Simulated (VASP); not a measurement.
Band structure of AlN (space group P6_3mc). These are PBE GGA, VASP's PBE PAW potentials (set 64) (plane waves; VASP 6.6.1) values and carry that method's errors.

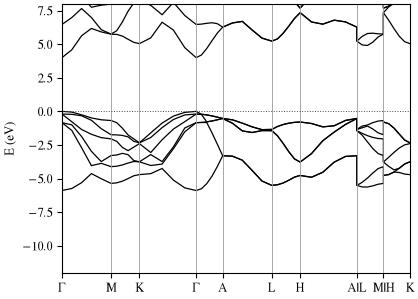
*Bands along high-symmetry lines, zero at the valence-band maximum or, without a gap, the Fermi level*

Task: Read the plot: is there a gap, and where are the band edges?

Result: The gap is direct, 4.00 eV, from the valence maximum at Γ to the conduction minimum at Γ.

The structure comes from a computed database's AlN entry; how it stands against other phases isn't given here. The cell was not relaxed at this level.
